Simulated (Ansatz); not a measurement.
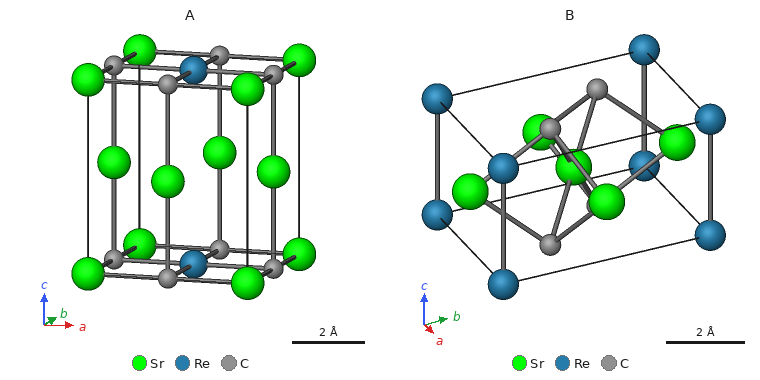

Two structures of Sr$_{3}$ReC$_{2}$, each relaxed to rest (conventional cells in solid outline, small ones repeated, not to one scale). Method: Ansatz 0.2.0, DFT PBE, scalar-relativistic, plane waves, PAW, without spin polarisation.

Give the type and space group of each.

A: 6 atoms a cell on a primitive tetragonal lattice, P4/mmm. B: CeCo₃B₂ type, P6/mmm.

Which polymorph is favoured?

A is lower, by 814 meV/atom at this level of theory (energies at zero smearing). Volumes: A 20.4, B 23.9 Å³/atom.

One or both may be structure types tried for this composition rather than known phases.
